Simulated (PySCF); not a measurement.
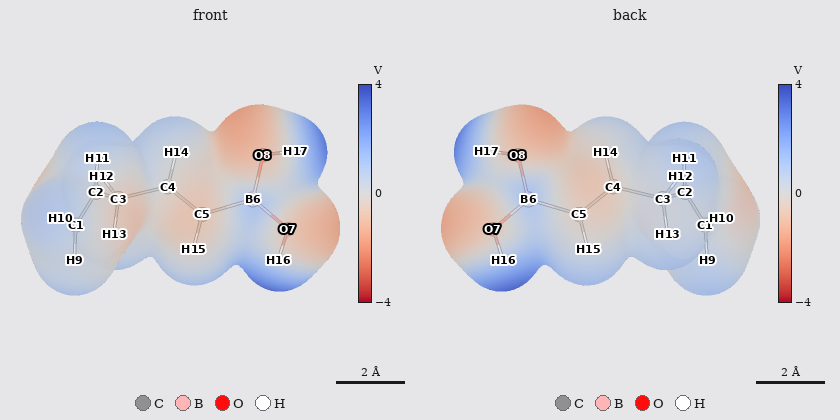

Figure. C₅H₉BO₂ (SMILES C=CC/C=C/B(O)O). The molecular electrostatic potential painted on the density surface at 0.004 e/bohr³, seen from the front and from behind; red is negative and blue positive.

Geometry: PBE0-D3(BJ)/def2-SVP.

The calculation used PySCF, PBE0/pcSseg-1, SCF density, gas phase, non-relativistic.

```yaml
atoms:
  - { symbol: C, position_ang: [-3.0310, 0.1673, 1.0777] }
  - { symbol: C, position_ang: [-2.3286, 0.0882, -0.0521] }
  - { symbol: C, position_ang: [-1.2063, -0.8779, -0.2989] }
  - { symbol: C, position_ang: [0.0906, -0.1880, -0.5972] }
  - { symbol: C, position_ang: [1.2357, -0.3393, 0.0845] }
  - { symbol: B, position_ang: [2.5393, 0.4390, -0.2794] }
  - { symbol: O, position_ang: [3.6515, 0.4364, 0.5193] }
  - { symbol: O, position_ang: [2.5858, 1.1667, -1.4293] }
  - { symbol: H, position_ang: [-2.8243, -0.4986, 1.9221] }
  - { symbol: H, position_ang: [-3.8376, 0.8945, 1.2014] }
  - { symbol: H, position_ang: [-2.5613, 0.7768, -0.8747] }
  - { symbol: H, position_ang: [-1.4707, -1.5056, -1.1723] }
  - { symbol: H, position_ang: [-1.0911, -1.5559, 0.5618] }
  - { symbol: H, position_ang: [0.0842, 0.5044, -1.4502] }
  - { symbol: H, position_ang: [1.2239, -1.0277, 0.9424] }
  - { symbol: H, position_ang: [3.5351, -0.0860, 1.3173] }
  - { symbol: H, position_ang: [3.4306, 1.6204, -1.5194] }
```

Question: Where is the surface potential most negative and most positive?

Answer: The most negative region (about −1.6 V) lies over O8, the most positive (about +3.1 V) over H16. O8 is the likeliest acceptor of a hydrogen bond.

Question: How polar is the molecule by this calculation?

Answer: Its dipole moment is 1.16 D.
